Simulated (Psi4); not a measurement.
Two rigid molecules brought together: HBr ··· BF3 (SMILES Br and FB(F)F). Monomers: optimised at B3LYP-D3(BJ) (def2-TZVP), held rigid. Orientation: a random orientation, not optimised. Only R, the distance of the centres of mass, is varied, so the lowest point isn't the relaxed dimer.

Geometry at R = 4.25 Å (first 2 atoms: monomer A):
```
6

Br     0.7124     0.0000     0.0000
H     -0.7124     0.0000     0.0000
F     -2.5443     2.7182    -0.4139
B     -2.8305     2.2518     0.7826
F     -3.0130     0.9612     0.9586
F     -2.9311     3.0752     1.8038
```

Level of theory: SAPT0/jun-cc-pVDZ, frozen core run with Psi4.

Components in kcal/mol:

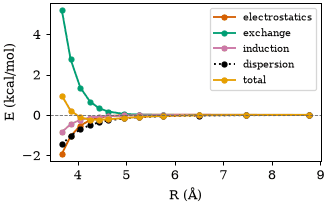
Figure. Components of the interaction energy.

| R / Å | electrostatics | exchange | induction | dispersion | total |
|---|---|---|---|---|---|
| 3.67 | -1.92 | 5.19 | -0.84 | -1.46 | 0.96 |
| 3.85 | -1.05 | 2.76 | -0.46 | -1.03 | 0.21 |
| 4.05 | -0.53 | 1.36 | -0.24 | -0.71 | -0.12 |
| 4.25 | -0.26 | 0.66 | -0.13 | -0.50 | -0.23 |
| 4.44 | -0.13 | 0.33 | -0.08 | -0.36 | -0.24 |
| 4.62 | -0.06 | 0.17 | -0.05 | -0.27 | -0.21 |
| 4.95 | -0.01 | 0.05 | -0.03 | -0.17 | -0.15 |
| 5.26 | 0.01 | 0.02 | -0.01 | -0.11 | -0.10 |
| 5.76 | 0.01 | 0.00 | -0.01 | -0.06 | -0.05 |
| 6.49 | 0.01 | 0.00 | 0.00 | -0.03 | -0.02 |
| 7.47 | 0.01 | 0.00 | 0.00 | -0.01 | 0.00 |
| 8.76 | 0.01 | 0.00 | 0.00 | 0.00 | 0.00 |
